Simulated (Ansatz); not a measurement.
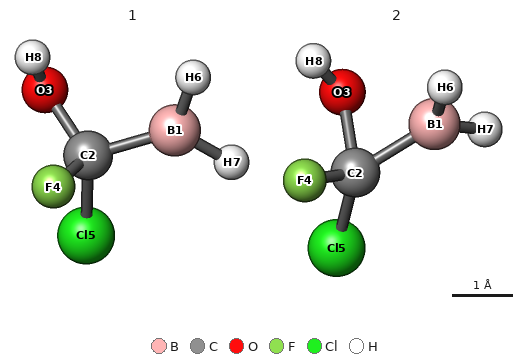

Two geometries of CH$_{3}$BClFO (coarse preliminary run), drawn at one scale. One is the start of a relaxation, the other its converged end. A ball-and-stick model, seen at a tilt.

Computed with RKS PBE-D4/def2-SVP (Ansatz 0.2.0). Settings: force threshold 0.03 eV/Å; at most 200 steps.

Q: Which one is relaxed?

A: Structure 2 is the relaxed one. The start comes from a force field. H7 moves most after the best rigid fit: 0.67 Å. Largest moves by element: H 0.67 Å, O 0.56 Å, Cl 0.33 Å, C 0.31 Å, F 0.24 Å, B 0.14 Å. Some distances before and after: B1–O3 2.417 → 1.790 Å, C2–F4 1.436 → 1.353 Å, C2–O3 1.416 → 1.496 Å, C2–Cl5 1.796 → 1.762 Å. Among the angles between lasting bonds that change: B1–C2–O3 109.9° → 71.8°, B1–C2–Cl5 110.1° → 125.2°, B1–C2–F4 108.9° → 121.5°. Groups turn about C2–O3 by about 25°. The energy falls by 0.325 eV in 17 accepted moves (18 points after the start). The largest force component goes from 1.7 to 0.0045 eV/Å. The line search rejected the trial step at point 8 of the run.
